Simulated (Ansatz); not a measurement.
## Electronic structure of CHAlN (SMILES [C-]#[N+][AlH]) (doublet) in real space

Input

```
crystal:
  periodic: [false, false, false]
  atoms:
    - {symbol: C, position_ang: [1.191051, 0.002537, -1.799587]}
    - {symbol: Al, position_ang: [-1.223064, 0.396634, -0.045072]}
    - {symbol: "N", position_ang: [0.283152, 0.160666, -1.056389]}
    - {symbol: H, position_ang: [-0.953669, 0.561872, 1.521088]}
basis:
  gaussian:
    orbitals: def2-TZVPD
magnetization:
  spin_polarized: true
  initial_magnetization: 1
hamiltonian:
  xc: {name: PBE0}
output: {forces: true, orbitals: {seedname: orbitals}}
```

Launched as:

```sh
ansatz run input.yaml --threads 1 --pin off --max-ram 2610MiB --events-out events.jsonl --progress --plain --runs-dir runs
```

Geometry: B3LYP-D3(BJ)/def2-SVP.

Level of theory: isolated molecule in a Gaussian basis; Kohn-Sham density functional theory, functional PBE0 in Ansatz.

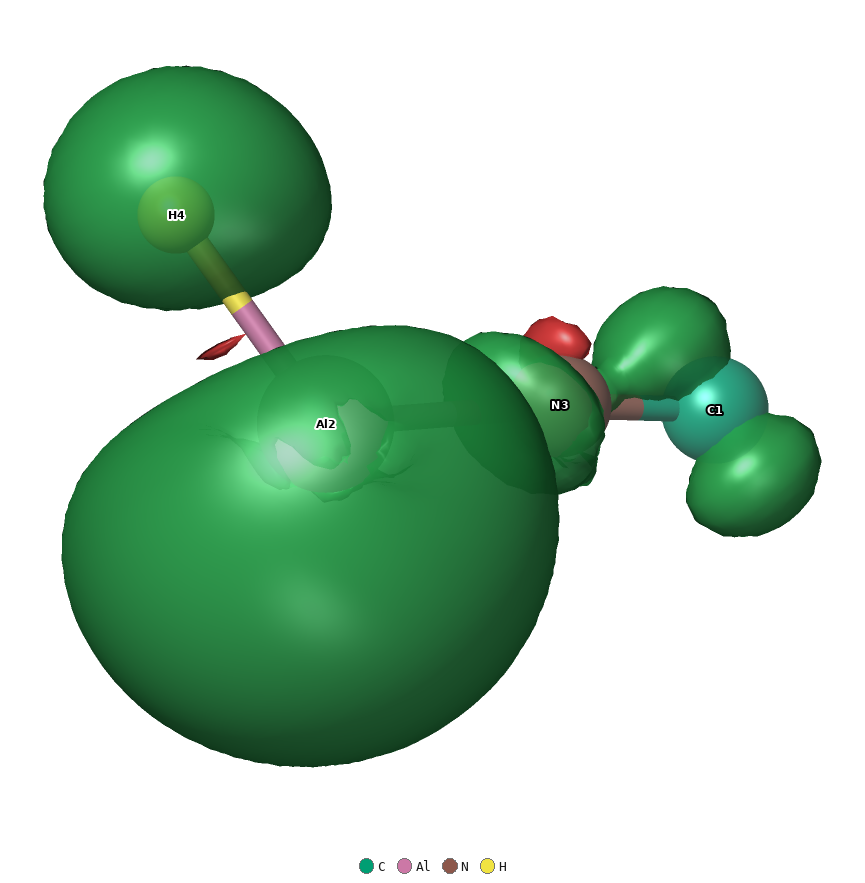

Figure 1. Isosurfaces of the spin density (α minus β) at +0.015 (green) and −0.015 e/Å³ (red), seen at a tilt.

> Where is the unpaired spin?

The unpaired spin (1 electron) lies mostly on Al2 (about 0.8) and H4 (about 0.1), in electrons by Hirshfeld's partition.

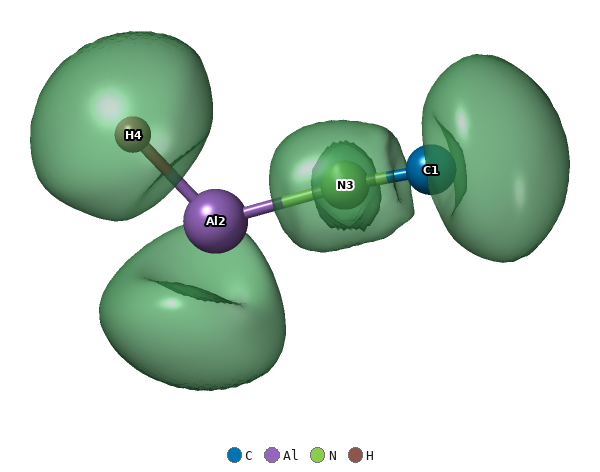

Figure 2. Isosurface of the ELF at 0.75 (green), seen at a tilt. Core shells and regions of very low density are left out.

> Describe the localisation domains.

The ELF exceeds this value in one region around a hydrogen nucleus, one region on N in which the atom's valence shell and bonds are merged, one lobe on Al, pointing away from the bonds (non-bonding electrons) and one lobe on C, pointing away from the bonds (non-bonding electrons). Along the contacts the grid gives the following. C–N (1.18 Å): the ELF peaks at about 0.90 between the atoms; a multiple bond. Al–N (1.83 Å): the ELF peaks at about 0.90 in the valence shell of N, 0.7 Å from its nucleus, and is about 0.65 at the midpoint.

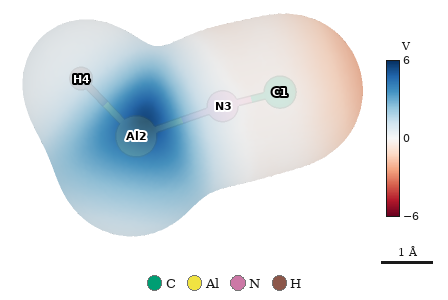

Figure 3. The molecular electrostatic potential painted on the density surface at 0.004 e/bohr³, seen across its widest extent; red is negative and blue positive.

> Where is the surface potential most negative and most positive?

The most negative region (about −1.9 V, or −44 kcal/mol for a unit charge) lies over C1, the most positive (about +5.3 V, or +122 kcal/mol for a unit charge) over Al2.

> What dipole moment does the calculation give?

Its dipole moment is 3.35 D.

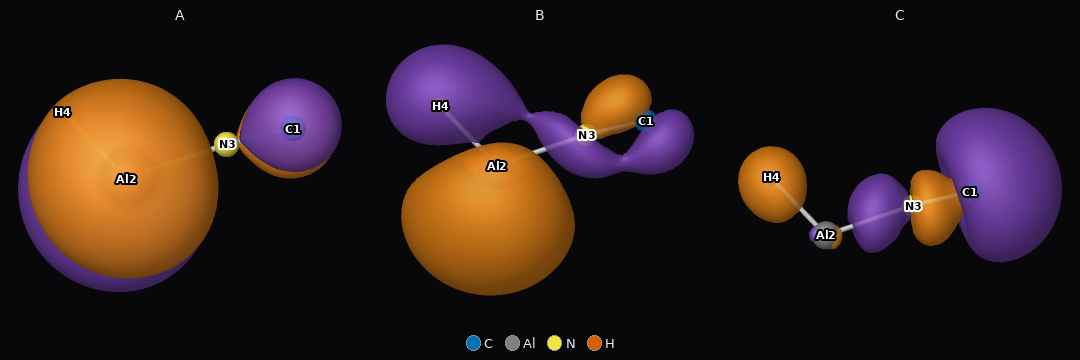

Figure 4. Three frontier orbitals at ±0.08 Å⁻³ᐟ² (orange and purple are the two phases), in no order.

> Order the three orbitals by energy and name them. All are α orbitals.

C is the HOMO−1 (α) (−8.80 eV). It lies mainly on C1 (about 80 %) and N3 (about 10 %); it is symmetric in the molecular plane (an in-plane orbital: σ, lone-pair or in-plane π type). B is the HOMO (α) (−6.52 eV). It lies mainly on Al2 (about 80 %) and H4 (about 15 %); it is symmetric in the molecular plane (an in-plane orbital: σ, lone-pair or in-plane π type). A is the LUMO (α) (−2.54 eV). It lies mainly on Al2 (about 80 %) and C1 (about 10 %); it changes sign across the molecular plane (π type).

> What is the gap between the highest occupied and lowest empty α orbitals?

3.98 eV between the orbital energies.
